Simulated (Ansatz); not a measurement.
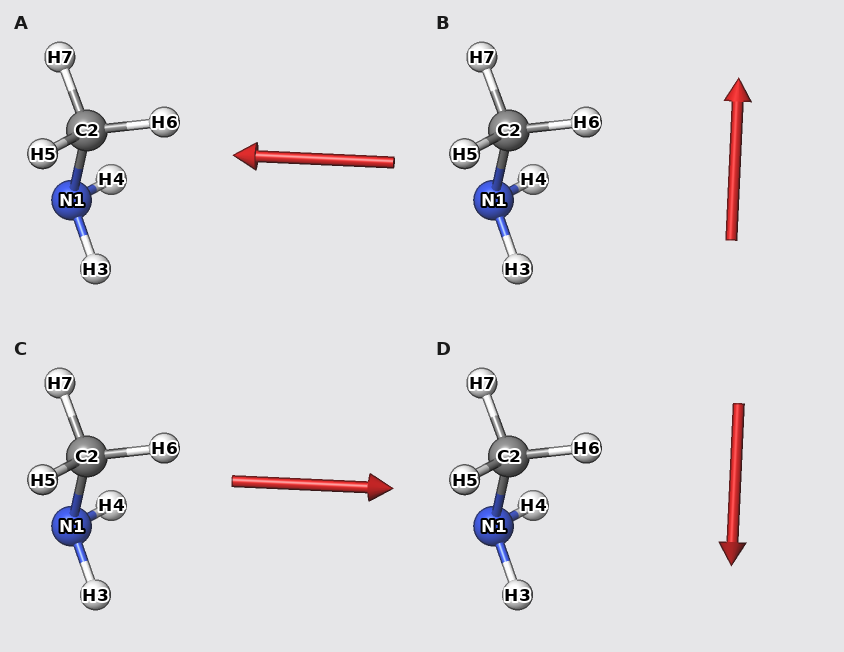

The same molecule four times, each with an arrow. The geometry was computed by an optimisation with PBE0-D4/def2-TZVP. Method: RKS PBE0-D4/def2-TZVP (Ansatz 0.2.0).

Which arrow points along the dipole moment, from the negative to the positive end?

C. The dipole moment is 1.35 D; it points from the side of N1, H5, H7 to the side of H6 (the outermost atoms at the two ends).
